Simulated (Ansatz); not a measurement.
GeH₄O₂

```xyz
7

Ge   -0.1455    0.0445   -0.0963
O    -0.3427    0.2081    1.6703
H    -0.2515   -0.6230    2.1542
O     1.5748   -0.0830   -0.5549
H     1.9719   -0.9417   -0.3595
H    -0.6159    1.3748   -0.6813
H    -0.9060   -1.2132   -0.5834
```

Computed with Ansatz, RKS B3LYP/def2-SVP.

Q: What can the converged electron density and electron localisation function tell about the bonding?

A: Ge–O (1.79 Å): the density is about 0.93 e/Å³ at the midpoint; the ELF peaks at about 0.85 in the valence shell of O, 0.6 Å from its nucleus, and is about 0.30 at the midpoint.
O–H (0.97 Å): ρ is about 3.6 e/Å³ halfway; the ELF climbs to about 1 towards the hydrogen, as it does in any bond to H; an ordinary covalent bond to hydrogen.
Ge–H (1.53 Å): ρ is about 1.1 e/Å³ halfway; the ELF climbs to about 1 towards the hydrogen.

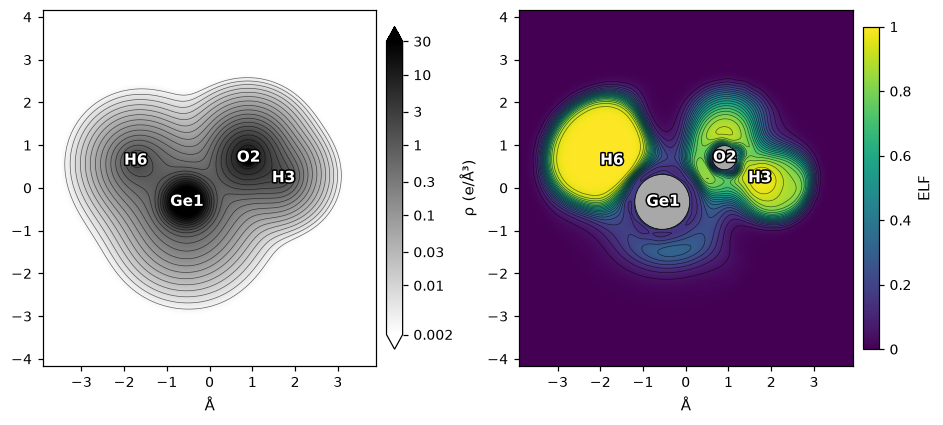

Computed electron density and electron localisation function on the plane of atoms O2, Ge1 and H6, in this order. Grey discs cover the atomic cores in the ELF map. 
